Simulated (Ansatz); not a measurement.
The starting structures come from a database of crystals and need not be the phases stable at ambient conditions.

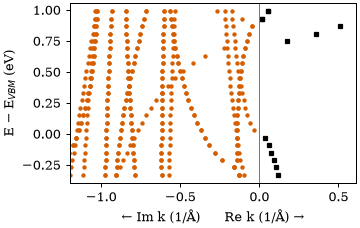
Figure. Complex bands at the centre of the two-dimensional zone; PBEsol run with Ansatz (an electronic-structure program)

No gap correction and no spin-orbit coupling; mid-gap values are interpolated between computed energies.

### Question
This is SrTaNO$_{2}$ (I4/mcm, not sure to be the ambient phase, 10 atoms a cell, 13.3 Å³ an atom, -7 GPa at this level) along the normal of (001). Read off the slowest decay at the centre of the two-dimensional zone at 0.39 eV, the computed energy nearest the middle of the gap.

### Answer
κ ≈ 0.12 1/Å, a decay length 1/(2κ) of the density of 4.3 Å.
